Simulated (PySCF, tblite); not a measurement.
# Si₂H₄Cl radical, a cluster model of a defect (Si site with back bonds [SiH3], Cl, [H]): EPR parameters

What EPR parameters should one expect for `[SiH3][SiH]Cl`? It is drawn as: dangling bond.

Programs: tblite 0.8.0 and PySCF 2.14.0. All values are calculated, for the isolated system unless a continuum is named. Atoms count from 0, parts from 1.

### Step 1. Starting point

7 atoms, charge 0, multiplicity 2; geometry: distance geometry start.

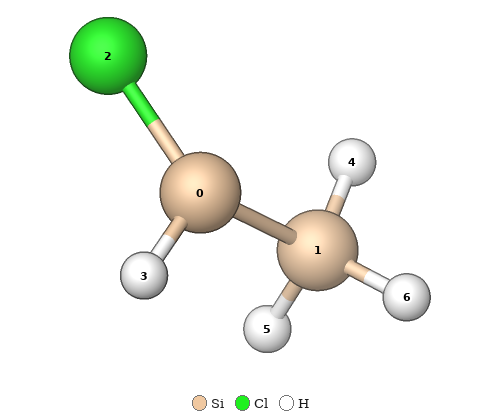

The starting geometry (silicon light orange, chlorine green, hydrogen white), atoms numbered.

### Step 2. Geometry optimisation with GFN2-xTB

Job settings and geometry (Å):

```
{"job": {"kind": "relax", "xc": "GFN2-xTB", "basis": "xTB"}, "charge": 0, "multiplicity": 2}
Si    -2.558286     0.886945     0.456438
Si    -0.611025     1.903905     0.196430
Cl    -4.242098     2.104006     0.809121
H     -2.782002    -0.245566    -0.398824
H     -0.621094     3.128353     0.911062
H     -0.396222     2.166136    -1.189647
H      0.421120     1.070007     0.680563
```

With the program's defaults for keys left out, this is: GFN2-xTB geometry optimisation, gas phase.

Launch:

```sh
$ OMP_NUM_THREADS=1 python cluster_run.py task.json out
```

The driver reads the jobs from task.json and runs them one after another.

Standard output:

```text
step      E/eV     max force
  0    -272.73706    1.707
  1    -272.82618    1.092
  2    -272.90335    0.616
  3    -272.91640    0.606
  4    -272.94922    0.388
  5    -272.96496    0.408
  6    -272.98075    0.335
  7    -272.99029    0.342
  8    -272.99578    0.241
  9    -272.99951    0.126
 10    -273.00111    0.091
 11    -273.00191    0.091
 12    -273.00280    0.111
 13    -273.00383    0.135
 14    -273.00506    0.120
 15    -273.00593    0.078
 16    -273.00629    0.040
 17    -273.00647    0.048
 18    -273.00669    0.054
 19    -273.00708    0.076
 20    -273.00762    0.093
 21    -273.00809    0.067
 22    -273.00831    0.034
 23    -273.00839    0.033
 24    -273.00849    0.040
 25    -273.00872    0.069
 26    -273.00912    0.091
 27    -273.00959    0.080
 28    -273.00984    0.041
 29    -273.00992    0.016
 30    -273.00996    0.019
 31    -273.01001    0.021
 32    -273.01012    0.032
 33    -273.01028    0.040
 34    -273.01044    0.032
 35    -273.01054    0.031
 36    -273.01063    0.034
 37    -273.01076    0.039
 38    -273.01107    0.059
 39    -273.01179    0.087
 40    -273.01305    0.112
 41    -273.01441    0.128
 42    -273.01581    0.083
 43    -273.01618    0.038
 44    -273.01629    0.042
 45    -273.01640    0.025
 46    -273.01644    0.024
 47    -273.01660    0.029
 48    -273.01684    0.056
 49    -273.01728    0.090
 50    -273.01773    0.089
 51    -273.01802    0.053
 52    -273.01813    0.032
 53    -273.01821    0.036
 54    -273.01834    0.042
 55    -273.01850    0.043
 56    -273.01861    0.034
 57    -273.01865    0.015
 58    -273.01867    0.009
 59    -273.01867    0.006
```

Run time: 0.91 s. Hardware: 1 thread of Arm Neoverse N1, shared host.

Step by step:

| step | energy from step 0 (eV) | largest force (eV/Å) |
| --- | --- | --- |
| 0 | 0.0000 | 1.7071 |
| 2 | -0.1663 | 0.6153 |
| 4 | -0.2122 | 0.3885 |
| 6 | -0.2437 | 0.3358 |
| 8 | -0.2587 | 0.2409 |
| 10 | -0.2640 | 0.0907 |
| 12 | -0.2657 | 0.1107 |
| 14 | -0.2680 | 0.1205 |
| 16 | -0.2692 | 0.0396 |
| 18 | -0.2696 | 0.0532 |
| 20 | -0.2706 | 0.0936 |
| 22 | -0.2713 | 0.0348 |
| 24 | -0.2714 | 0.0396 |
| 26 | -0.2721 | 0.0910 |
| 28 | -0.2728 | 0.0405 |
| 30 | -0.2729 | 0.0192 |
| 32 | -0.2731 | 0.0321 |
| 34 | -0.2734 | 0.0328 |
| 36 | -0.2736 | 0.0334 |
| 38 | -0.2740 | 0.0592 |
| 40 | -0.2760 | 0.1118 |
| 42 | -0.2788 | 0.0830 |
| 44 | -0.2792 | 0.0422 |
| 46 | -0.2794 | 0.0236 |
| 48 | -0.2798 | 0.0567 |
| 50 | -0.2807 | 0.0884 |
| 52 | -0.2811 | 0.0318 |
| 54 | -0.2813 | 0.0422 |
| 56 | -0.2816 | 0.0330 |
| 58 | -0.2816 | 0.0095 |
| 59 | -0.2816 | 0.0061 |

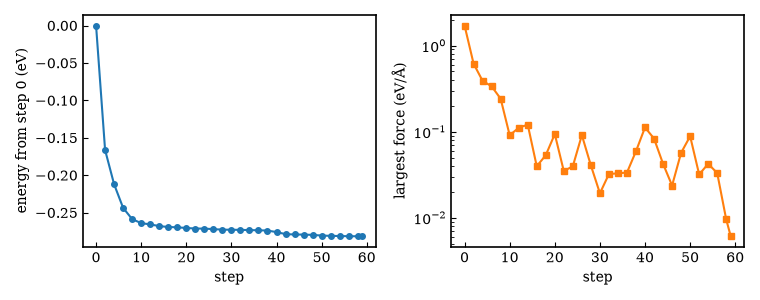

Energy and largest force along the relaxation.

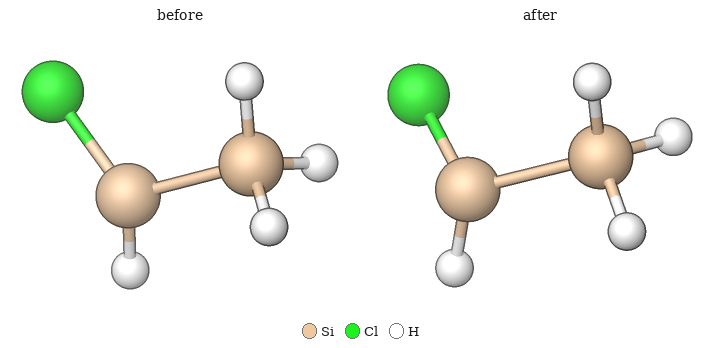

Before and after, at one scale.

Distances of close pairs at the start and the end, largest changes first:

| bond | before (Å) | after (Å) | change (Å) |
| --- | --- | --- | --- |
| Si0–Si1 | 2.212 | 2.290 | +0.077 |
| Si0–Cl2 | 2.107 | 2.050 | -0.058 |
| Si1–H6 | 1.412 | 1.465 | +0.053 |
| Si1–H4 | 1.418 | 1.467 | +0.049 |
| Si1–H5 | 1.427 | 1.470 | +0.043 |
| Si0–H3 | 1.437 | 1.469 | +0.032 |

### Step 3. Relaxing the molecule at PBE0-D3(BJ)/def2-SVP

Job settings and geometry (Å):

```
{"job": {"xc": "PBE0", "basis": "def2-SVP", "d3": "d3bj", "grid": 2, "kind": "geom", "shake": 0.01}, "charge": 0, "multiplicity": 2}
Si    -1.028983    -0.722915     0.433899
Si     0.915200     0.367693    -0.037452
Cl    -2.725402     0.466414     0.104838
H     -1.371772    -1.950206    -0.249279
H      1.088259     1.475861     0.897074
H      1.162124     0.941579    -1.372599
H      1.991193    -0.612431     0.200671
```

Standard output:

```text
step   0  E = -1040.85557007  max force = 0.017679
step   1  E = -1040.85991326  max force = 0.005207
step   2  E = -1040.86020166  max force = 0.002109
step   3  E = -1040.86024574  max force = 0.000322
step   4  E = -1040.86025136  max force = 0.000204
optimisation converged
```

Run time: 29 s. Hardware: 1 thread of Arm Neoverse N1, shared host; peak memory 0.38 GiB.

Step by step:

| step | energy from step 0 (eV) | largest force component (eV/Å) |
| --- | --- | --- |
| 0 | 0.0000 | 0.9091 |
| 1 | -0.1182 | 0.2678 |
| 2 | -0.1260 | 0.1084 |
| 3 | -0.1272 | 0.0166 |
| 4 | -0.1274 | 0.0105 |

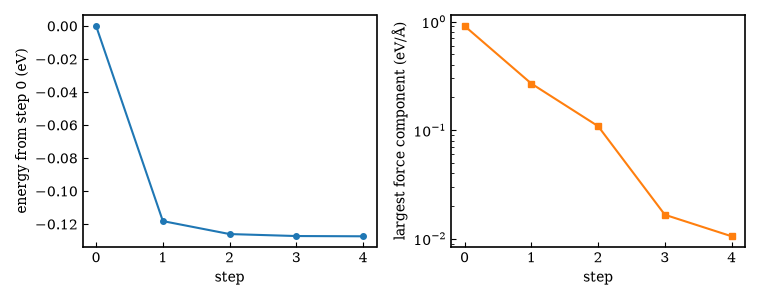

Energy and largest force along the relaxation.

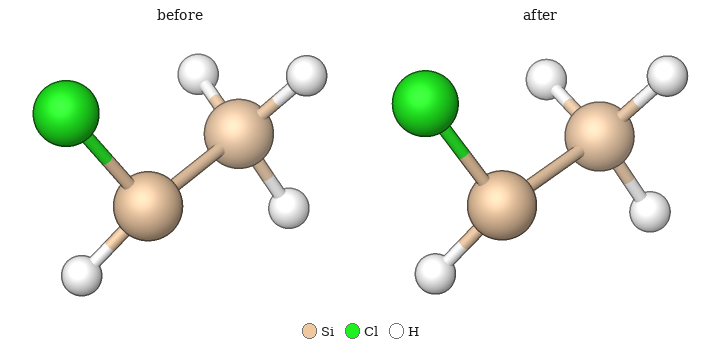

Before and after, at one scale.

Close pairs (by a distance rule), those that changed most:

| bond | before (Å) | after (Å) | change (Å) |
| --- | --- | --- | --- |
| Si0–Si1 | 2.278 | 2.341 | +0.062 |
| Si0–H3 | 1.446 | 1.498 | +0.053 |
| Si1–H4 | 1.460 | 1.493 | +0.033 |
| Si1–H5 | 1.474 | 1.496 | +0.022 |
| Si1–H6 | 1.475 | 1.495 | +0.020 |
| Si0–Cl2 | 2.098 | 2.081 | -0.017 |

The final coordinates are the input of the step that follows.

| at the end point | value |
| --- | --- |
| point group (found at 0.08 Å tolerance) | C1 |
| rotational constants (GHz, main isotopes) | 11.962, 2.241, 1.949 |
| dipole moment (D) | 1.34 |
| ⟨S²⟩ | 0.753 |

### Step 4. g tensor and hyperfine couplings: B3LYP/IGLO-III+pcH-1

Job settings and geometry (Å):

```
{"job": {"kind": "epr"}, "charge": 0, "multiplicity": 2}
Si    -1.098676    -0.713804     0.444382
Si     0.946280     0.343280     0.021036
Cl    -2.660307     0.601275     0.043750
H     -1.323045    -1.952273    -0.368764
H      1.101005     1.488244     0.966347
H      1.026753     0.850056    -1.384215
H      2.038165    -0.650948     0.255824
```

With the program's defaults for keys left out, this is: UKS B3LYP, IGLO-III on Cl Si, pcH-1 on H, non-relativistic, mean-field spin-orbit, GIAO.

Standard output:

```text
UKS, coarse grid
  cycle   1  E = -1041.64591703  |g| = 2.30e-01
  cycle   2  E = -1041.63211442  |g| = 2.56e-01
  cycle   3  E = -1041.66623568  |g| = 5.27e-02
  cycle   4  E = -1041.66745510  |g| = 7.34e-03
  cycle   5  E = -1041.66747904  |g| = 2.71e-03
  cycle   6  E = -1041.66748364  |g| = 7.40e-04
UKS, final grid
  cycle   1  E = -1041.66749952  |g| = 6.69e-04
  cycle   2  E = -1041.66749956  |g| = 6.64e-04
  cycle   3  E = -1041.66749977  |g| = 3.37e-05
  cycle   4  E = -1041.66749977  |g| = 1.76e-05
E = -1041.66749977 Eh   <S^2> = 0.7524 (exact 0.7500)
g shifts (ppm)      1          2          3
  rmc          -155       -155       -155
  gc             10         54         61
  oz_so         -80       5544       8650
  total        -225       5442       8556
hyperfine (MHz)  atom isotope    a_iso     a_fc   dipolar eigenvalues
    0  29Si    -531.76    -532.55   -155.28     77.27     78.01
    1  29Si     -62.63     -62.75    -16.72      6.89      9.83
    2  35Cl      12.28      11.97    -19.56    -17.63     37.18
    3    1H      54.96      54.91     -8.71      0.99      7.72
    4    1H      -4.63      -4.63     -2.53     -1.21      3.74
    5    1H      65.47      65.47     -2.51     -0.04      2.55
    6    1H      -3.89      -3.89     -2.58     -1.14      3.72
```

It took 33 s on 1 thread of Arm Neoverse N1, shared host; peak memory 0.57 GiB.

Principal g values 2.00209, 2.00776, 2.01087; g(iso) = 2.00691, against 2.00232 for a free electron.

Hyperfine couplings, nucleus by nucleus at this fixed geometry (no averaging over rotations):

| nuclei | isotope | a(iso) (MHz) | a(iso) (G, at g = 2.0023) | largest dipolar term (MHz) |
| --- | --- | --- | --- | --- |
| Si0 | 29Si | -531.8 | -189.7 | -155.3 |
| H5 | 1H | 65.5 | 23.4 | 2.6 |
| Si1 | 29Si | -62.6 | -22.3 | -16.7 |
| H3 | 1H | 55.0 | 19.6 | -8.7 |
| Cl2 | 35Cl | 12.3 | 4.4 | 37.2 |
| H4 | 1H | -4.6 | -1.7 | 3.7 |
| H6 | 1H | -3.9 | -1.4 | 3.7 |

Mulliken spin populations:

| atom | value (e) |
| --- | --- |
| Si0 | 0.82 |
| Si1 | 0.05 |
| Cl2 | 0.08 |
| H3 | 0.02 |
| H4 | 0.00 |
| H5 | 0.03 |
| H6 | 0.00 |

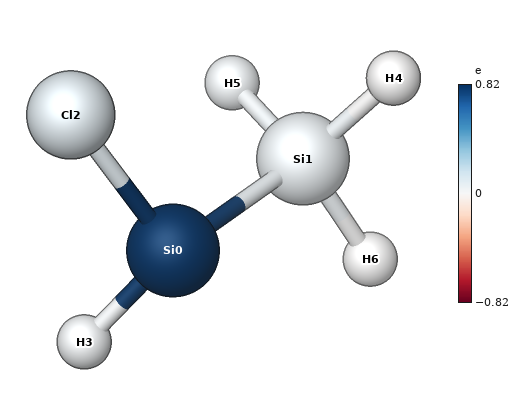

Mulliken spin populations, as colours on the atoms.

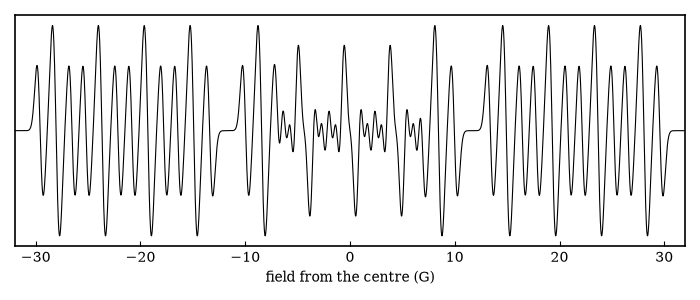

First-order isotropic spectrum (first derivative, main isotopes with spin only, couplings over 0.8 MHz, Gaussian width 0.3 G; couplings of the frozen geometry, rotation of groups not averaged beyond the rows shown).

Orbitals, density, ELF and potential are computed afterwards from the orbital file.

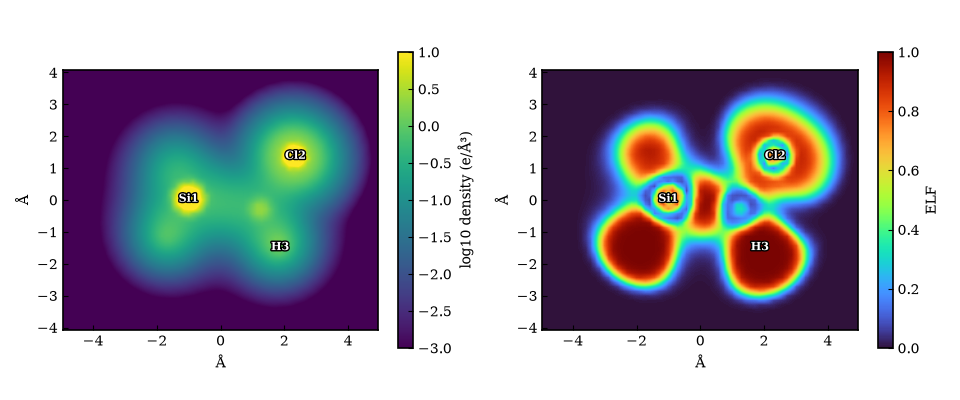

Density (left) and ELF (right) in a plane through or near 3 of the atoms.

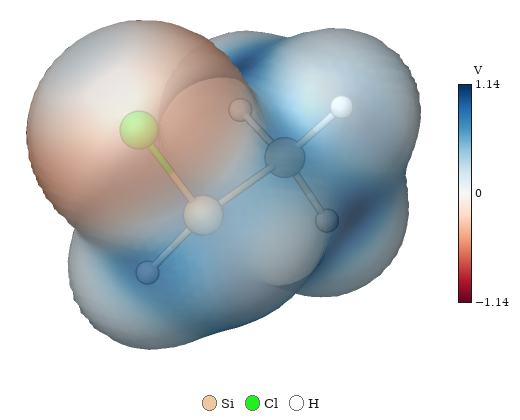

The potential that a unit positive charge feels on the 0.002 e/bohr³ surface, from -0.41 V near Cl2 to 1.14 V near H3.

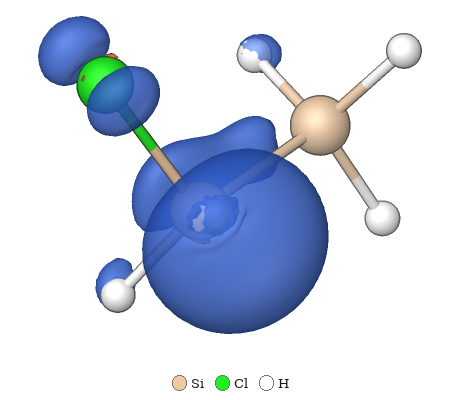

Spin density at ±0.04 e/Å³ (alpha excess blue, beta excess red).

### Step 5. EPR parameters: BHandHLYP/IGLO-III+pcH-1

The job, as its differences from that of step 4:

```diff
@@ -1,2 +1,2 @@
-{"job": {"kind": "epr"}, "charge": 0, "multiplicity": 2}
+{"job": {"kind": "epr", "xc": "BHandHLYP"}, "charge": 0, "multiplicity": 2}
 Si    -1.098676    -0.713804     0.444382
```

Method: UKS BHandHLYP, IGLO-III on Cl Si, pcH-1 on H, non-relativistic, mean-field spin-orbit, GIAO.

Standard output:

```text
UKS, coarse grid
  cycle   1  E = -1041.57197954  |g| = 2.16e-01
  cycle   2  E = -1041.58532843  |g| = 1.74e-01
  cycle   3  E = -1041.60099220  |g| = 2.91e-02
  cycle   4  E = -1041.60150873  |g| = 6.70e-03
  cycle   5  E = -1041.60158001  |g| = 1.99e-03
  cycle   6  E = -1041.60158699  |g| = 7.39e-04
UKS, final grid
  cycle   1  E = -1041.60159796  |g| = 4.63e-04
  cycle   2  E = -1041.60159827  |g| = 3.09e-04
  cycle   3  E = -1041.60159836  |g| = 1.25e-04
  cycle   4  E = -1041.60159841  |g| = 4.38e-05
  cycle   5  E = -1041.60159841  |g| = 8.29e-06
E = -1041.60159841 Eh   <S^2> = 0.7538 (exact 0.7500)
g shifts (ppm)      1          2          3
  rmc          -155       -155       -155
  gc             10         52         60
  oz_so         -80       4616       7567
  total        -226       4513       7472
hyperfine (MHz)  atom isotope    a_iso     a_fc   dipolar eigenvalues
    0  29Si    -570.45    -571.30   -159.92     79.10     80.82
    1  29Si     -63.38     -63.50    -16.80      6.40     10.40
    2  35Cl      16.01      15.76    -18.24    -16.20     34.45
    3    1H      56.23      56.18     -8.72      1.07      7.65
    4    1H      -5.79      -5.80     -2.52     -1.24      3.76
    5    1H      63.65      63.65     -2.40     -0.08      2.47
    6    1H      -4.22      -4.21     -2.54     -1.19      3.73
```

It took 32 s on 1 thread of Arm Neoverse N1, shared host; peak memory 0.56 GiB.

In short: g(iso) 2.00624.

### Step 6. Comparing the runs: EPR parameters

g, ⟨S²⟩ and isotropic hyperfine couplings (MHz), with basis size and wall time:

| run | g(iso) | ⟨S²⟩ | 29Si Si0 | 1H H5 | 29Si Si1 | 1H H3 | 35Cl Cl2 | functions | time |
| --- | --- | --- | --- | --- | --- | --- | --- | --- | --- |
| B3LYP/IGLO-III+pcH-1 | 2.00691 | 0.752 | -531.8 | 65.5 | -62.6 | 55.0 | 12.3 | 172 | 33 s |
| BHandHLYP/IGLO-III+pcH-1 | 2.00624 | 0.754 | -570.5 | 63.6 | -63.4 | 56.2 | 16.0 | 172 | 32 s |

### Step 7. What came out

| quantity | value |
| --- | --- |
| point group | C1 |
| rotational constants (main isotopes) | 11.96, 2.24, 1.95 GHz |
| g(iso) (B3LYP) | 2.00691 |
| ⟨S²⟩ | 0.752 (exact 0.75) |
| largest a(iso) | 29Si on Si0, -531.8 MHz |
| surface potential, least and greatest | -0.41 V and 1.14 V |

**Reading.** Relaxing lowered the energy by 0.127 eV in 4 steps; the close pair that moved most is Si0–Si1, from 2.278 to 2.341 Å (PBE0/def2-SVP). No frequency check was run at this level, so the end point may be a saddle. Si0 carries the largest spin population, 0.82 e. The isotropic g lies 4.6 ppt above the free-electron value. The coupling of 29Si on Si0 runs from -570.5 (BHandHLYP/IGLO-III+pcH-1) to -531.8 MHz (B3LYP/IGLO-III+pcH-1).
